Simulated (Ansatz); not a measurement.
```
B Se
1.0
     3.30283    0.00000    0.00000
    -1.65141    2.86033    0.00000
     0.00000    0.00000   11.19647
B Se
4 4
Direct
  0.66667 0.33333 0.11907
  0.66667 0.33333 0.38093
  0.33333 0.66667 0.61907
  0.33333 0.66667 0.88093
  0.00000 0.00000 0.00000
  0.33333 0.66667 0.25000
  0.00000 0.00000 0.50000
  0.66667 0.33333 0.75000
```

Space group P6₃/mmc; a structure generated by program, which may or may not match a known phase.

Computed with DFT PBE, scalar-relativistic, plane waves, PAW in Ansatz.

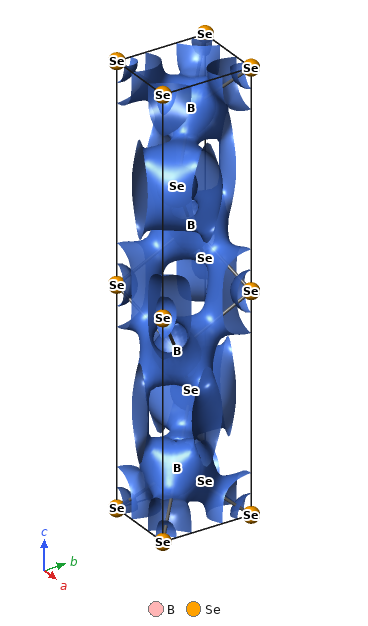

BSe. Isosurface of the electron localisation function at 0.6 (blue), seen slightly off an axis. Core shells and regions of very low density are left out. Sticks mark near contacts.

> Identify the bonds, lone pairs and shells in this picture.

The ELF exceeds this value in one network that runs through the whole crystal, counted in one cell of 8 atoms. Any copies at cell faces, edges or corners count once. Profiles from the grid: B–Se (2.33 Å): the ELF peaks at about 0.80 between the atoms. B–Se (2.41 Å): the ELF peaks at about 0.80 between the atoms.
